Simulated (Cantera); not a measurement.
A closed system holds: 1 mol Fe₂O₃, 17 mol CO, 0.17 mol N₂, held at 4.10 mbar.

Equilibrium computed with Cantera from the NASA thermochemical tables; the gas is ideal and each condensed phase is pure. Candidate condensed phases: C, Fe, Fe(CO)₅, FeO, Fe₂O₃, Fe₃O₄; 27 gas species. Mutual solubility and eutectic melting of coexisting phases are not modelled. The tables' stoichiometric FeO is somewhat more stable than real wüstite, so its field is too wide. FeO: taken at fixed stoichiometry. Rates play no part.

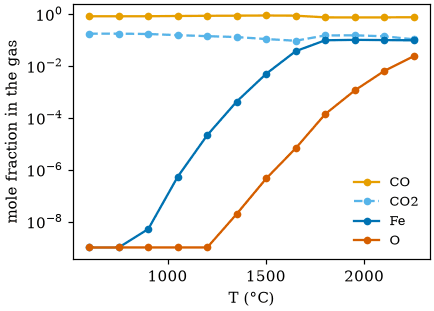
*Equilibrium gas composition (values under 1e-9 drawn at 1e-9)*

From 602 °C to 752 °C the condensed part is Fe(α). At 902 °C the condensed part is Fe(α) + FeO(s). From 1052 °C to 1352 °C the condensed part is Fe(γ) + FeO(s). At 1502 °C the condensed part is Fe(δ) + FeO(l). From 1652 °C to 1802 °C the condensed part is FeO(l). From 1952 °C to 2252 °C nothing is condensed.
